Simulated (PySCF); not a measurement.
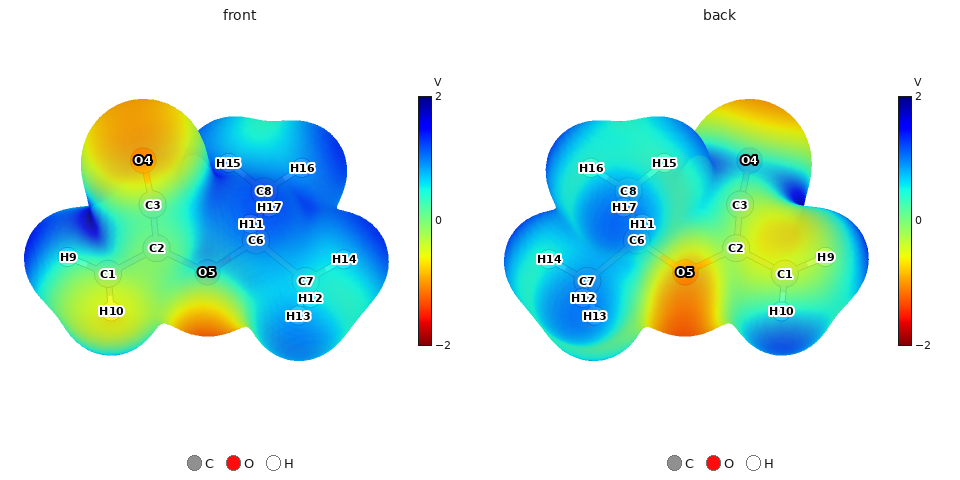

Figure 1: C$_{6}$H$_{9}$O$_{2}$ (SMILES [CH2]C(=C=O)OC(C)C) (doublet). The electrostatic potential painted on the density surface at 0.004 e/bohr³, seen from the front and from behind; red is negative and blue positive.

Geometry: GFN2-xTB.

Theory: PySCF 2.14.0, density-fitted response routines, UKS B3LYP, pcH-1 on C H O, non-relativistic, mean-field spin-orbit, GIAO.

Input

```
{"job": {"kind": "epr", "basis": "pcH-1"}, "charge": 0, "multiplicity": 2}
C      2.659775     0.108425    -0.998820
C      1.569357    -0.047323    -0.163788
C      1.733104    -0.672575     1.031842
O      1.934698    -1.480355     1.863371
O      0.400593     0.593950    -0.473056
C     -0.730072     0.255798     0.321373
C     -1.770105     1.340461     0.073328
C     -1.267987    -1.128196    -0.039293
H      3.600214    -0.349493    -0.769152
H      2.557716     0.710197    -1.878366
H     -0.429402     0.264261     1.384330
H     -2.048963     1.344129    -0.976876
H     -1.359676     2.314404     0.325285
H     -2.652912     1.156988     0.678347
H     -0.511931    -1.892121     0.128700
H     -2.136635    -1.358771     0.570944
H     -1.554772    -1.147750    -1.088078
```

Run with:

```sh
OMP_NUM_THREADS=1 python probes_run.py task.json out
```

### Which sites attract a positive test charge, and which a negative one?

A positive charge is drawn to the negative regions and a negative charge to the positive ones. The most negative region (about −1.2 V) lies over O5, the most positive (about +1.7 V) over C3. O5 is the likeliest acceptor of a hydrogen bond.
